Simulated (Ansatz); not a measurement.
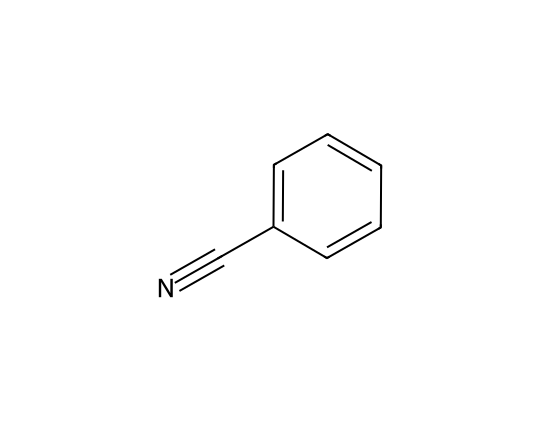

The drawing above gives the connectivity. Computed geometry: PBE-D4/def2-SVP optimisation. No frequency run is at hand to confirm it as a minimum.

Describe the 3D structure.

The molecule is C7H5N. SMILES: `N#Cc1ccccc1`. Independent rings (smallest set): 1 of 6 members, 1 of them aromatic. Among its groups: nitrile. The point group is C2v. All atoms lie on one plane. Coordination: 1 C linear; 6 C trigonal planar.

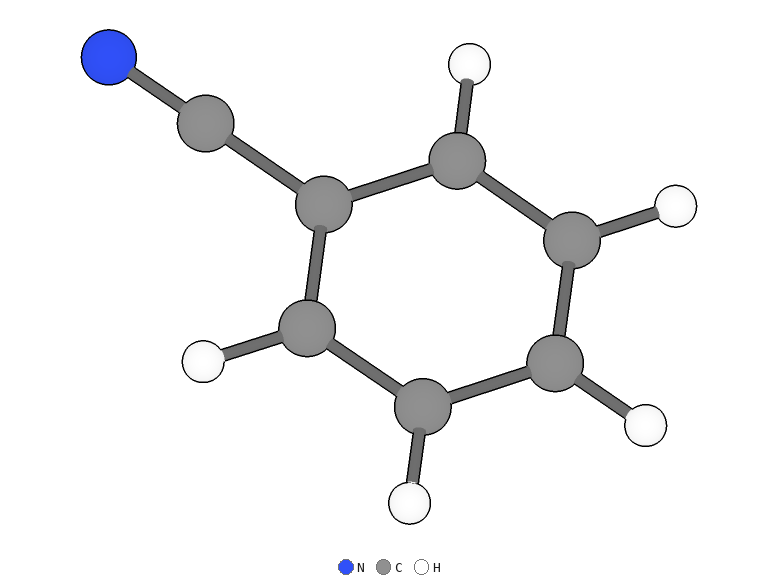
